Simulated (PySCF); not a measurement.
**NMR shielding calculation of PH3O4**

The run: NMR shielding calculation of PH3O4, SMILES O=P(O)(O)O. Method and program: GIAO PBE0/IGLO-III NMR shielding, non-relativistic, gas phase (PySCF 2.14.0).

The geometry comes from this level: PBE0-D3(BJ)/def2-SVP. Figures and captions count atoms from 1; the log counts them from 0 in places.

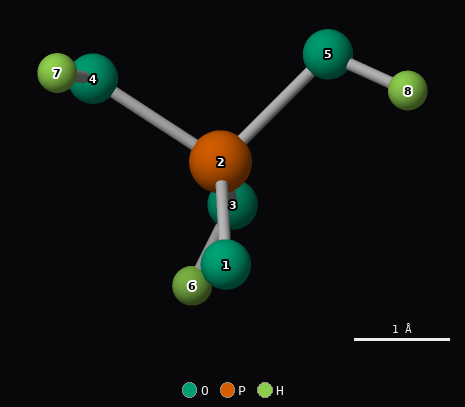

The structure as given in the input (ball-and-stick view, seen at a tilt; atoms are numbered from 1 in the order of the input). Bond lengths as drawn: H–O 0.97 Å and O–P 1.48 to 1.60 Å.

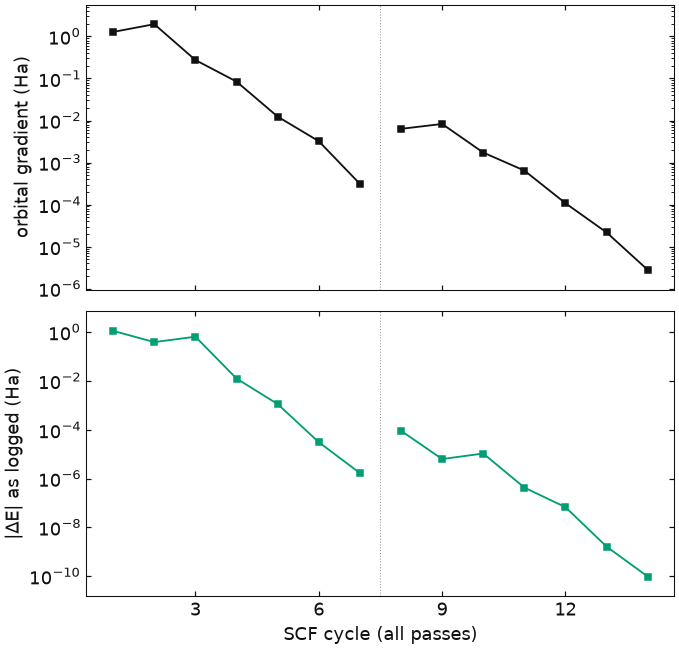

Convergence of the self-consistent field: orbital gradient and size of the energy change against the SCF cycle. The dotted line marks the change from a coarse to the final integration grid. The first 7 cycles use a coarse grid, the final grid takes over at cycle 8, and the field converges after 14 cycles in all.

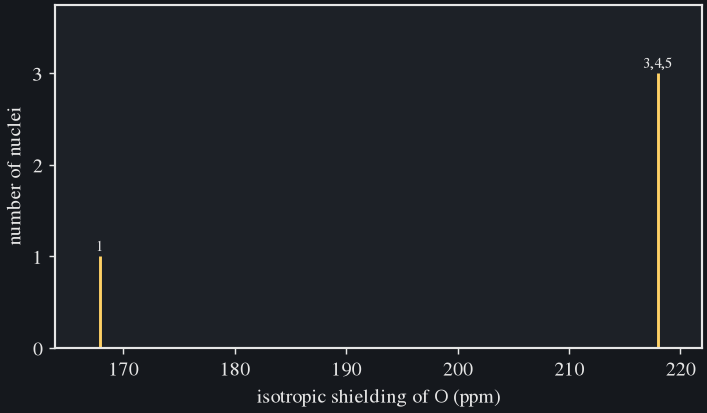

Isotropic shieldings of the oxygen nuclei in this fixed geometry, labelled by atom number; shielding grows to the right, so chemical shift grows to the left. The least shielded is O1 (167.9 ppm), the most shielded O5 (218.4 ppm).

These pictures come from the run below.

Input:
```
{"job": {"kind": "nmr", "xc": "PBE0", "basis": "IGLO-III", "pop": false}, "charge": 0, "multiplicity": 1}
O     -1.074251     1.092519     0.540780
P     -0.095811     0.103183     0.050188
O     -0.633377    -0.944760    -1.038795
O      1.206943     0.699936    -0.670401
O      0.549934    -0.869829     1.149356
H     -1.279977    -0.527221    -1.622155
H      1.441021     1.556172    -0.289960
H     -0.096352    -1.091160     1.831847
```

The first line tells a small driver script what to run in PySCF; the rest is the geometry in Å.

The program's output:
```
coarse grid: 7832 points
cycle   1  E = -643.6170199245  dE =  1.126e+00  |g| = 1.281e+00  |ddm| = 2.263e+00
cycle   2  E = -643.2277816823  dE =  3.892e-01  |g| = 1.959e+00  |ddm| = 1.571e+00
cycle   3  E = -643.8775191803  dE = -6.497e-01  |g| = 2.749e-01  |ddm| = 1.123e+00
cycle   4  E = -643.8900423081  dE = -1.252e-02  |g| = 8.436e-02  |ddm| = 1.577e-01
cycle   5  E = -643.8911720921  dE = -1.130e-03  |g| = 1.238e-02  |ddm| = 3.628e-02
cycle   6  E = -643.8912030093  dE = -3.092e-05  |g| = 3.222e-03  |ddm| = 9.923e-03
cycle   7  E = -643.8912046954  dE = -1.686e-06  |g| = 3.106e-04  |ddm| = 1.786e-03
final grid: 72880 points
cycle   8  E = -643.8971895682  dE = -9.098e-05  |g| = 6.334e-03  |ddm| = 2.289e-02
cycle   9  E = -643.8971832569  dE =  6.311e-06  |g| = 8.286e-03  |ddm| = 5.801e-03
cycle  10  E = -643.8971939113  dE = -1.065e-05  |g| = 1.729e-03  |ddm| = 4.299e-03
cycle  11  E = -643.8971943386  dE = -4.273e-07  |g| = 6.441e-04  |ddm| = 9.980e-04
cycle  12  E = -643.8971944059  dE = -6.728e-08  |g| = 1.076e-04  |ddm| = 2.793e-04
cycle  13  E = -643.8971944075  dE = -1.631e-09  |g| = 2.170e-05  |ddm| = 6.535e-05
cycle  14  E = -643.8971944076  dE = -9.686e-11  |g| = 2.792e-06  |ddm| = 1.533e-05
converged SCF energy = -643.8971944076

GIAO shielding tensors (ppm)
atom      isotropic    diamagn.    paramagn.     s11        s22        s33       span
  0 O      167.885     394.695    -226.810    137.703    138.812    227.140     89.438
  1 P      306.759     977.834    -671.075    236.110    237.881    446.286    210.176
  2 O      217.490     388.472    -170.983    171.951    187.579    292.940    120.989
  3 O      217.977     388.342    -170.365    172.092    186.827    295.011    122.919
  4 O      218.388     388.431    -170.043    172.554    189.021    293.589    121.035
  5 H       28.393      29.919      -1.526     21.804     23.879     39.497     17.693
  6 H       28.347      29.907      -1.560     21.756     23.853     39.434     17.678
  7 H       28.389      29.884      -1.495     21.796     23.850     39.520     17.724
```

Key numbers:

| quantity | value |
| --- | --- |
| outcome | converged |
| total energy | −643.897194 hartree |
| HOMO | −8.88 eV |
| LUMO | −0.07 eV |
| dipole moment | 0.39 D |
| isotropic shielding, O | 167.9 to 218.4 ppm |
| isotropic shielding, P | 306.8 ppm |
| isotropic shielding, H | 28.3 ppm |
| hardware | 1 CPU thread, shared host |
| wall time | 22 s |
| peak memory | 1.2 GiB |
